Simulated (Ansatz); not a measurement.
# GeH4S (built from SMILES [SH][GeH3]): search for a transition state

Is there a first-order saddle for this 1,1-elimination, which should form S2–H3 and break Ge1–S2, Ge1–H3, and which two structures does it connect?

Method: PBE0-D4, def2-SVP first, then def2-TZVP; program: Ansatz 0.2.0, Gaussian basis.

114 further runs of the same task are left out: 114 set aside as unsound or not needed.

## (1) Where the work starts

The guess: 6 atoms, charge 0, spin multiplicity 1.

Atoms are counted from 1 here; the program's logs count them from 0.

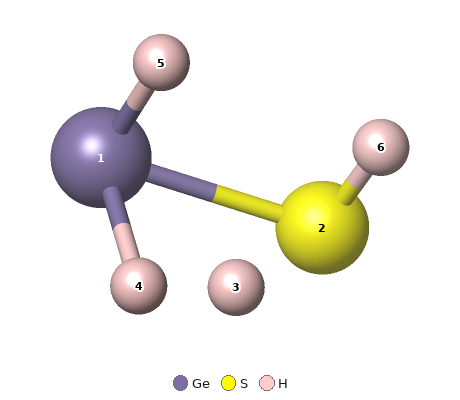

Start geometry, drawn with germanium purple, sulfur yellow, hydrogen pink; atoms are numbered from 1 in the order of the file.

As a file:

```
Ge   -1.1912    0.7091   -0.3499
S     1.2408    0.8045    0.2272
H     0.5607   -0.3957   -0.7552
H    -0.4055   -0.7532   -1.2666
H    -1.3798   -0.3774    0.8580
H     1.1749    0.0128    1.2864
```

Distances that are to change: S2–H3 1.69 Å, Ge1–S2 2.50 Å, Ge1–H3 2.11 Å.

## (2) Relaxing the guess with the reacting distances held

The input, hold/in.yaml:

```yaml
crystal:
  periodic: [false, false, false]
  atoms:
    - {symbol: Ge, position_ang: [-1.191200, 0.709100, -0.349900]}
    - {symbol: S, position_ang: [1.240800, 0.804500, 0.227200]}
    - {symbol: H, position_ang: [0.560700, -0.395700, -0.755200]}
    - {symbol: H, position_ang: [-0.405500, -0.753200, -1.266600]}
    - {symbol: H, position_ang: [-1.379800, -0.377400, 0.858000]}
    - {symbol: H, position_ang: [1.174900, 0.012800, 1.286400]}
basis:
  gaussian: {orbitals: def2-SVP}
hamiltonian: {xc: pbe0, dispersion: d4}
relax: {f_tol: 0.04, max_steps: 150, escape_saddle: false, constraints: [{distance: [1, 2]}, {distance: [0, 1]}, {distance: [0, 2]}]}
```

Started as:

```bash
> ansatz run in.yaml --threads 2 --pin off --events-out ev --progress --plain --max-ram 4352MiB
```

Output:

```text
Functional definition: PBE0
  name "PBE0"
  cite "Adamo & Barone, J. Chem. Phys. 110, 6158 (1999) doi:10.1063/1.478522"
  cite "Perdew, Burke & Ernzerhof, Phys. Rev. Lett. 77, 3865 (1996) doi:10.1103/PhysRevLett.77.3865"
  parent pbe
  parameter a = 0.25
  parameter kappa = 0.804
  parameter beta = 0.06672455060314922
  exchange = (1 - a)*pbe_x(kappa = kappa, mu = beta*pi^2/3) + a*exact_x
  correlation = pbe_c(beta = beta)
735 factors; integrals over basis functions are off by at most 3.5e-4 eV
mean field evaluation 1: about -67395.0017 eV, gradient 1.3e1 eV
mean field evaluation 2: about -67395.0191 eV, gradient 1.3e1 eV
mean field evaluation 4: about -67395.4026 eV, gradient 5.6e-1 eV
mean field evaluation 8: about -67395.4097 eV, gradient 7.2e-3 eV
mean field -67395.40970977 eV, -2476.7356245844 hartree, gradient 2.3e-5 eV, S^2 0.000000; 0 other end points of the search recorded, 0 dependent functions left out
the calculation of the forces begins
reference -67395.40973162 eV, -2476.7356253875 hartree; 26, 26 occupied and 44, 44 virtual orbitals, 735 factors
relax step   1: F+E_penalty+E_count = -67395.51339922 eV  Δ(F+E_penalty+E_count) = +0.000e0 eV  max|allowed force component| = 7.092e-1 eV/Å  Δτ_max = 0.0000 Å  (24 SCF iters, accepted)
  distance S 1 - H 2 held at 1.693554 Å   reaction = +1.6699e-1 eV/Å
  distance Ge 0 - S 1 held at 2.501354 Å   reaction = -2.7262e-1 eV/Å
  distance Ge 0 - H 2 held at 2.110451 Å   reaction = +1.1202e0 eV/Å
these checks for a lower state are left out or cut short: starts, cluster_reference, orbital_swaps, neighbouring_geometries, increment
735 factors; integrals over basis functions are off by at most 3.7e-4 eV
mean field evaluation 16: about -67395.4345 eV, gradient 1.2e-1 eV
mean field -67395.43760837 eV, -2476.7366498394 hartree, gradient 2.6e-5 eV, S^2 0.000000; 0 other end points of the search recorded, 0 dependent functions left out
the calculation of the forces begins
reference -67395.43763008 eV, -2476.7366506372 hartree; 26, 26 occupied and 44, 44 virtual orbitals, 735 factors
relax step   2: F+E_penalty+E_count = -67395.53014687 eV  Δ(F+E_penalty+E_count) = -1.675e-2 eV  max|allowed force component| = 5.612e-1 eV/Å  Δτ_max = 0.1556 Å  (27 SCF iters, accepted)
  distance S 1 - H 2 held at 1.693554 Å   reaction = +9.4807e-2 eV/Å
  distance Ge 0 - S 1 held at 2.501354 Å   reaction = -4.3645e-1 eV/Å
  distance Ge 0 - H 2 held at 2.110451 Å   reaction = +7.5790e-1 eV/Å
these checks for a lower state are left out or cut short: starts, cluster_reference, orbital_swaps, neighbouring_geometries, increment
735 factors; integrals over basis functions are off by at most 3.4e-4 eV
mean field -67395.48897230 eV, -2476.7385374288 hartree, gradient 8.7e-5 eV, S^2 0.000000; 0 other end points of the search recorded, 0 dependent functions left out
the calculation of the forces begins
reference -67395.48899409 eV, -2476.7385382295 hartree; 26, 26 occupied and 44, 44 virtual orbitals, 735 factors
relax step   3: F+E_penalty+E_count = -67395.58307190 eV  Δ(F+E_penalty+E_count) = -5.293e-2 eV  max|allowed force component| = 1.862e-1 eV/Å  Δτ_max = 0.0696 Å  (24 SCF iters, accepted)
  distance S 1 - H 2 held at 1.693554 Å   reaction = +1.7448e-1 eV/Å
  distance Ge 0 - S 1 held at 2.501354 Å   reaction = -4.1503e-1 eV/Å
  distance Ge 0 - H 2 held at 2.110451 Å   reaction = +9.9204e-1 eV/Å
these checks for a lower state are left out or cut short: starts, cluster_reference, orbital_swaps, neighbouring_geometries, increment
735 factors; integrals over basis functions are off by at most 3.5e-4 eV
mean field -67395.49189385 eV, -2476.7386447938 hartree, gradient 8.1e-5 eV, S^2 0.000000; 0 other end points of the search recorded, 0 dependent functions left out
the calculation of the forces begins
reference -67395.49191557 eV, -2476.7386455920 hartree; 26, 26 occupied and 44, 44 virtual orbitals, 735 factors
relax step   4: F+E_penalty+E_count = -67395.58631318 eV  Δ(F+E_penalty+E_count) = -3.241e-3 eV  max|allowed force component| = 8.634e-2 eV/Å  Δτ_max = 0.0494 Å  (25 SCF iters, accepted)
  distance S 1 - H 2 held at 1.693554 Å   reaction = +2.7641e-1 eV/Å
  distance Ge 0 - S 1 held at 2.501354 Å   reaction = -4.1966e-1 eV/Å
  distance Ge 0 - H 2 held at 2.110451 Å   reaction = +9.7558e-1 eV/Å
these checks for a lower state are left out or cut short: starts, cluster_reference, orbital_swaps, neighbouring_geometries, increment
735 factors; integrals over basis functions are off by at most 3.5e-4 eV
mean field evaluation 32: about -67395.4804 eV, gradient 1.6e0 eV
mean field -67395.49537411 eV, -2476.7387726912 hartree, gradient 8.4e-5 eV, S^2 0.000000; 0 other end points of the search recorded, 0 dependent functions left out
the calculation of the forces begins
reference -67395.49539592 eV, -2476.7387734926 hartree; 26, 26 occupied and 44, 44 virtual orbitals, 735 factors
relax step   5: F+E_penalty+E_count = -67395.58857799 eV  Δ(F+E_penalty+E_count) = -2.265e-3 eV  max|allowed force component| = 6.963e-2 eV/Å  Δτ_max = 0.0469 Å  (26 SCF iters, accepted)
  distance S 1 - H 2 held at 1.693554 Å   reaction = +4.8172e-1 eV/Å
  distance Ge 0 - S 1 held at 2.501354 Å   reaction = -4.5141e-1 eV/Å
  distance Ge 0 - H 2 held at 2.110451 Å   reaction = +9.3787e-1 eV/Å
these checks for a lower state are left out or cut short: starts, cluster_reference, orbital_swaps, neighbouring_geometries, increment
735 factors; integrals over basis functions are off by at most 3.5e-4 eV
mean field -67395.49663514 eV, -2476.7388190330 hartree, gradient 8.1e-5 eV, S^2 0.000000; 0 other end points of the search recorded, 0 dependent functions left out
the calculation of the forces begins
reference -67395.49665696 eV, -2476.7388198348 hartree; 26, 26 occupied and 44, 44 virtual orbitals, 735 factors
relax step   6: F+E_penalty+E_count = -67395.58974640 eV  Δ(F+E_penalty+E_count) = -1.168e-3 eV  max|allowed force component| = 2.305e-2 eV/Å  Δτ_max = 0.0328 Å  (25 SCF iters, accepted)
  distance S 1 - H 2 held at 1.693554 Å   reaction = +4.6897e-1 eV/Å
  distance Ge 0 - S 1 held at 2.501354 Å   reaction = -4.5496e-1 eV/Å
  distance Ge 0 - H 2 held at 2.110451 Å   reaction = +9.4286e-1 eV/Å
735 factors; integrals over basis functions are off by at most 3.5e-4 eV
mean field -67395.49663514 eV, -2476.7388190330 hartree, gradient 8.1e-5 eV, S^2 0.000000; 1 other end points of the search recorded, 0 dependent functions left out
the calculation of the forces begins
reference -67395.49665696 eV, -2476.7388198348 hartree; 26, 26 occupied and 44, 44 virtual orbitals, 735 factors
Total energy: -67395.58976822 eV, -2476.7422416107 hartree
Atom 0 at    -1.199858     0.646308    -0.371385 Å, force     0.348986    -0.506559    -0.298380 eV/Å
Atom 1 at     1.226616     0.808509     0.214007 Å, force     0.252685    -0.310779    -0.162785 eV/Å
Atom 2 at     0.582612    -0.411758    -0.767997 Å, force    -0.620647     0.806408     0.449022 eV/Å
Atom 3 at    -0.406561    -0.684956    -1.215198 Å, force     0.007452     0.007488    -0.016799 eV/Å
Atom 4 at    -1.430999    -0.355230     0.847226 Å, force     0.013322     0.008282     0.023048 eV/Å
Atom 5 at     1.228091    -0.002773     1.293247 Å, force    -0.001797    -0.004841     0.005894 eV/Å
Dipole moment:     0.006950    -0.157205     0.153884 e Å
```

Run time: 8.5 s. Hardware: 2 threads of Arm Neoverse V1, shared host.

Relaxation path:

| step | energy from step 1 (eV) | largest force component (eV/Å) |
| --- | --- | --- |
| 1 | 0.0000 | 0.7092 |
| 2 | -0.0167 | 0.5612 |
| 3 | -0.0697 | 0.1862 |
| 4 | -0.0729 | 0.0863 |
| 5 | -0.0752 | 0.0696 |
| 6 | -0.0763 | 0.0230 |

Distances of close pairs at the start and the end, largest changes first:

| bond | before (Å) | after (Å) | change (Å) |
| --- | --- | --- | --- |
| Ge1–H4 | 1.896 | 1.765 | -0.132 |
| Ge1–H5 | 1.636 | 1.594 | -0.041 |
| S2–H6 | 1.324 | 1.350 | +0.026 |
| Ge1–S2 | 2.501 | 2.501 | +0.000 |

## (3) A starting Hessian

The input, hessian/in.yaml:

```yaml
crystal:
  periodic: [false, false, false]
  atoms:
    - {symbol: Ge, position_ang: [-1.199858, 0.646308, -0.371385]}
    - {symbol: S, position_ang: [1.226616, 0.808509, 0.214007]}
    - {symbol: H, position_ang: [0.582612, -0.411758, -0.767997]}
    - {symbol: H, position_ang: [-0.406561, -0.684956, -1.215198]}
    - {symbol: H, position_ang: [-1.430999, -0.355230, 0.847226]}
    - {symbol: H, position_ang: [1.228091, -0.002773, 1.293247]}
basis:
  gaussian: {orbitals: def2-SVP}
hamiltonian: {xc: pbe0, dispersion: d4}
phonons: {}
scf: {lower_state_search: off}
```

Started as:

```bash
> ansatz run in.yaml --threads 2 --pin off --events-out ev --progress --plain --max-ram 4352MiB
```

Output, cut to the lines that bear on the results:

```text
[... 5 set-up lines as earlier in the session ...]
[...]
737 factors; integrals over basis functions are off by at most 3.5e-4 eV
[...]
mean field -67395.49665672 eV, -2476.7388198261 hartree, gradient 4.0e-6 eV, S^2 0.000000; 0 other end points of the search recorded, 0 dependent functions left out
[...]
reference -67395.49667838 eV, -2476.7388206221 hartree; 26, 26 occupied and 44, 44 virtual orbitals, 737 factors
[... from here to the last solve, the lines of the solves are left out (35 solves) ...]
737 factors; integrals over basis functions are off by at most 3.4e-4 eV
mean field -67395.49658526 eV, -2476.7388171999 hartree, gradient 1.5e-6 eV, S^2 0.000000; 0 other end points of the search recorded, 0 dependent functions left out
[...]
WARN: phonons: modes at or below zero, which the zero-point energy, F, S and C_V leave out: 1, the lowest at -1261.65 cm⁻¹. A minimum has none, and a first-order saddle one
Total energy: -67395.58978963 eV, -2476.7422423976 hartree
Atom 0 at    -1.199858     0.646308    -0.371385 Å, force     0.349033    -0.506463    -0.298424 eV/Å
Atom 1 at     1.226616     0.808509     0.214007 Å, force     0.252495    -0.310924    -0.162804 eV/Å
Atom 2 at     0.582612    -0.411758    -0.767997 Å, force    -0.620611     0.806504     0.448994 eV/Å
Atom 3 at    -0.406561    -0.684956    -1.215198 Å, force     0.007449     0.007437    -0.016759 eV/Å
Atom 4 at    -1.430999    -0.355230     0.847226 Å, force     0.013300     0.008251     0.023045 eV/Å
Atom 5 at     1.228091    -0.002773     1.293247 Å, force    -0.001666    -0.004805     0.005948 eV/Å
Dipole moment:     0.006951    -0.157204     0.153883 e Å
Vibrations: -1261.65 284.86 379.99 557.95 687.04 835.93 878.82 1177.21 1333.18 1553.01 1936.97 2725.52 cm⁻¹, zero-point energy 0.765632 eV
Checks for a lower state left out: stability, starts, cluster_reference, orbital_swaps, neighbouring_geometries, increment
```

Wall time 29 s (2 threads of Arm Neoverse V1, shared host).

The structure is not stationary yet, so these wavenumbers are no spectrum; the search needs only the force constants.

## (4) Saddle search in the small basis

The search itself is an outer loop (partitioned rational-function steps, Bofill update of the Hessian). Each step is one single-point run with forces. It stops when the largest force is under 0.04 eV/Å and the followed curvature is negative. The first step's input:

The input, presaddle/in.yaml:

```yaml
crystal:
  periodic: [false, false, false]
  atoms:
    - {symbol: Ge, position_ang: [-1.199858, 0.646308, -0.371385]}
    - {symbol: S, position_ang: [1.226616, 0.808509, 0.214007]}
    - {symbol: H, position_ang: [0.582612, -0.411758, -0.767997]}
    - {symbol: H, position_ang: [-0.406561, -0.684956, -1.215198]}
    - {symbol: H, position_ang: [-1.430999, -0.355230, 0.847226]}
    - {symbol: H, position_ang: [1.228091, -0.002773, 1.293247]}
basis:
  gaussian: {orbitals: def2-SVP}
hamiltonian: {xc: pbe0, dispersion: d4}
output: {forces: true}
scf: {lower_state_search: off}
```

Started as:

```bash
> ansatz run in.yaml --threads 2 --pin off --events-out ev --progress --plain --max-ram 4352MiB
```

The driver's record:

| step | energy (eV) | largest force (eV/Å) | followed curvature (eV/Å²) |
| --- | --- | --- | --- |
| 1 | -67395.58977 | 0.8065 | -8.48 |
| 2 | -67395.69752 | 0.1265 | -8.15 |
| 3 | -67395.69667 | 0.0361 | -5.81 |

The 3 steps took 3.2 s in all (2 threads of Arm Neoverse V1, shared host).

[end of part 1 of 2]
